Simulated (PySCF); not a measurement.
C$_{4}$H$_{6}$F$_{2}$O$_{2}$Si

Input

```
{"job": {"kind": "uv", "xc": "CAM-B3LYP", "basis": "def2-SVPD", "nstates": 8, "ntriplets": 3}, "charge": 0, "multiplicity": 1}
C      2.661111    -0.213760    -0.516364
C      1.433305     0.150036    -0.184932
O      0.850068     1.278562    -0.659408
Si    -0.686898     1.546289    -0.162007
C     -0.673508    -0.134519     0.786625
C     -1.589479    -1.186040     0.176782
F     -1.580172    -1.120800    -1.178960
F     -2.871567    -0.954868     0.550130
O      0.671185    -0.573658     0.682323
H      3.243176     0.391664    -1.180449
H      3.084285    -1.114671    -0.120647
H     -1.570543     1.574260    -1.309130
H     -0.732077     2.655805     0.780827
H     -0.922116    -0.076057     1.850679
H     -1.321183    -2.214251     0.462618
```

Launched as:

```sh
OMP_NUM_THREADS=1 python probes_run.py task.json out
```

Geometry: GFN2-xTB.

Theory: CAM-B3LYP/def2-SVPD, SCF density, gas phase in PySCF.

> What will maps of the electron density and electron localisation function show?

C–C (1.32 Å): the density is about 2.4 e/Å³ at the midpoint; the ELF peaks at about 0.95 between the atoms: a short, multiple covalent bond.
C–O (1.36 Å): ρ is about 2.3 e/Å³ halfway, with its minimum of 1.9 e/Å³ about 0.5 Å from C; the ELF peaks at about 0.90 between the atoms; a shared but strongly polarised pair.
Si–O (1.64 Å): the density is about 1.1 e/Å³ at the midpoint; the ELF peaks at about 0.90 between the atoms (a shared but strongly polarised pair).
C–Si (1.93 Å): ρ is about 0.92 e/Å³ halfway; the ELF peaks at about 1 between the atoms; localised, covalent bonding.

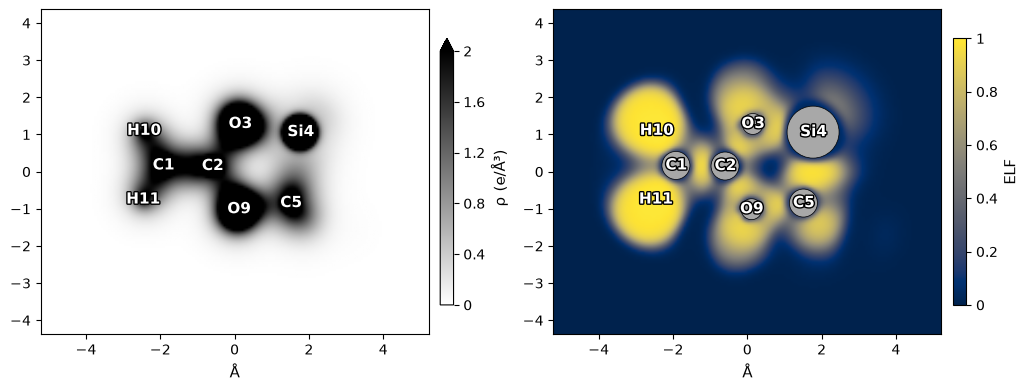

Computed electron density and electron localisation function on the plane of atoms C2, C1 and H10, in this order. Grey discs cover the atomic cores in the ELF map. 
